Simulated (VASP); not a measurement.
Band structure of SnO (litharge). Calculation: PBE GGA with D3 dispersion (zero damping), VASP's PBE PAW potentials (set 64) (plane waves; VASP).

Unless said otherwise, spin-orbit coupling is left out, though it shifts the bands of the heavy elements here.

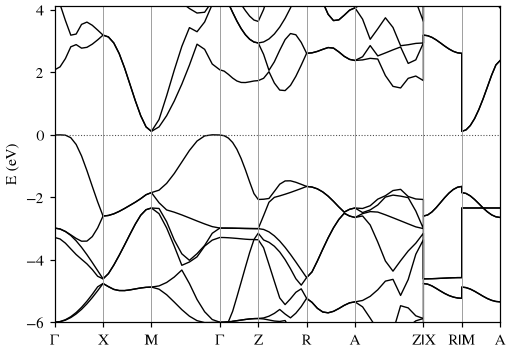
Figure. Bands along high-symmetry lines, zero at the valence-band maximum or, without a gap, the Fermi level

### Question
Read the plot: is there a gap, and where are the band edges?

### Answer
The gap is indirect, 0.11 eV, from the valence maximum at M-Γ at 0.89 to the conduction minimum at M. (Edges off the drawn lines would not show.)

Measured: gap 0.70 eV (computed value off by -0.59 eV), as given by David Waroquiers et al., Physical Review B (2013), arXiv:1302.6756.

The compound is SnO in the litharge structure. It was relaxed first.
